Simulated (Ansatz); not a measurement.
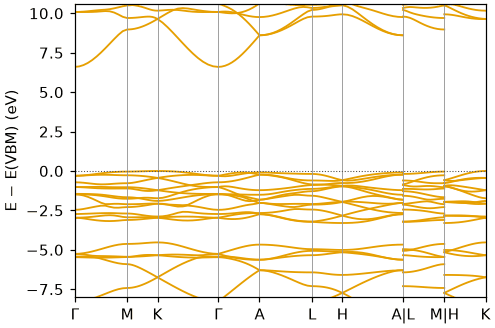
Figure. Band structure from r²SCAN in the plane-wave PAW code Ansatz

Q: Read off the gap and where the band edges lie.

A: About 6.6 eV (6.60 eV by a search for the band edges); maximum at K, minimum at Γ.

The material is SiO₂ in space group P3_221 (No. 154; Si on 3a, O on 6c).

The cell was relaxed with r²SCAN under the symmetry of its start; phonons on a q-mesh show no instability.

Potentials: the earlier of the program's two PAW sets.
